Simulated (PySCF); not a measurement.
```yaml
atoms:
  - { symbol: C, position_ang: [3.0212, -0.0886, -0.7995] }
  - { symbol: N, position_ang: [1.7151, -0.4263, -0.3696] }
  - { symbol: C, position_ang: [0.8016, 0.4681, -0.3216] }
  - { symbol: C, position_ang: [-0.5115, 0.1622, 0.1027] }
  - { symbol: C, position_ang: [-1.6020, 1.0800, 0.1903] }
  - { symbol: C, position_ang: [-2.6881, 0.3946, 0.6392] }
  - { symbol: C, position_ang: [-2.3027, -0.9980, 0.8465] }
  - { symbol: C, position_ang: [-0.9969, -1.1320, 0.5242] }
  - { symbol: H, position_ang: [3.2750, -0.7248, -1.6509] }
  - { symbol: H, position_ang: [3.7194, -0.3409, 0.0026] }
  - { symbol: H, position_ang: [3.1445, 0.9685, -1.0777] }
  - { symbol: H, position_ang: [0.9989, 1.5131, -0.6098] }
  - { symbol: H, position_ang: [-1.5497, 2.1229, -0.0605] }
  - { symbol: H, position_ang: [-3.6726, 0.7854, 0.8211] }
  - { symbol: H, position_ang: [-2.9724, -1.7621, 1.1953] }
  - { symbol: H, position_ang: [-0.3875, -2.0132, 0.5562] }
```

Geometry: GFN2-xTB.

Theory: UKS B3LYP, pcH-1 on C H N, non-relativistic, mean-field spin-orbit, GIAO in PySCF.

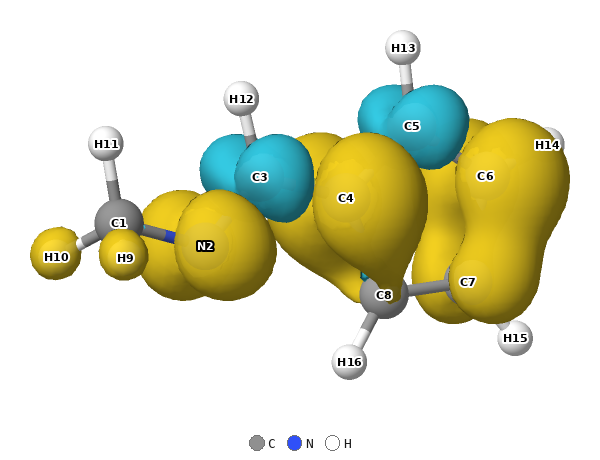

C₇H₈N (SMILES C/N=C/[C]1C=CC=C1) (doublet). Isosurfaces of the spin density (α minus β) at +0.02 (yellow) and −0.02 e/Å³ (cyan), seen at a tilt.

Which atoms carry the spin?

Answer. The unpaired spin (1 electron) lies mostly on C4 (about 0.3), C6 (about 0.3), N2 (about 0.2) and C7 (about 0.1), in electrons by Hirshfeld's partition.
